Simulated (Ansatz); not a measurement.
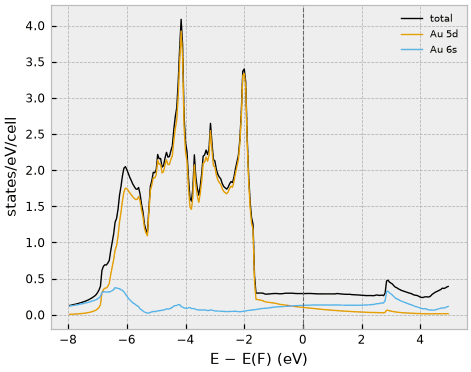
Fig. 1. Total and projected density of states of Au (fcc (Cu type), Fm-3m), the program Ansatz at the PBE level (PAW)

Question: Which orbitals carry the states next to the Fermi level?

Answer: Within 0.5 eV of the Fermi level: Au 6s 44 %, Au 5d 35 %, outside the projected shells 21 %. Projections are on Löwdin-orthogonalised atomic valence shells; empty p or d shells of many metals are not among them.

Question: Where is the tallest occupied peak in this window, and what makes it?

Answer: Near -4.1 eV, about 4.1 states/eV per cell; the largest projected share is Au 5d.

The PBE relaxation kept the symmetry of its start. Spin–orbit coupling is left out wherever it is not named.

Potentials: the earlier of the program's two PAW sets.
